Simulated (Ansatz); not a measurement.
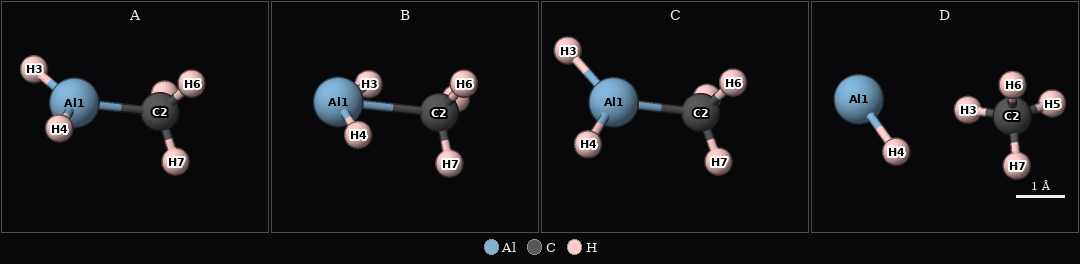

4 geometries from a converged minimum-energy path of CH5Al, shuffled. A ball-and-stick model, seen from a free direction.

All numbers below come from Ansatz 0.2.0, RKS r2SCAN-D4/def2-SVP. Run with 7 movable images; climbing image; force threshold 0.05 eV/Å; iteration limit 60; starting path through a guess of the saddle point.

Q: Which of them lies highest in energy?

A: B. In order along the path, whose images run from 0 to 8: C (image 1, 0.0 kJ/mol), A (image 2, +14.9 kJ/mol), B (image 4, +290.9 kJ/mol), D (image 7, +122.3 kJ/mol). Breaking: Al1–C2 (1.95 → 2.27 at the top → 3.41 Å), Al1–H3 (1.59 → 1.58 at the top → 2.99 Å). Forming: C2–H3 (3.07 → 1.72 at the top → 1.10 Å).

The run took 3.2 min on 1 thread of Arm Neoverse V1 (shared host), peak memory 0.11 GiB.
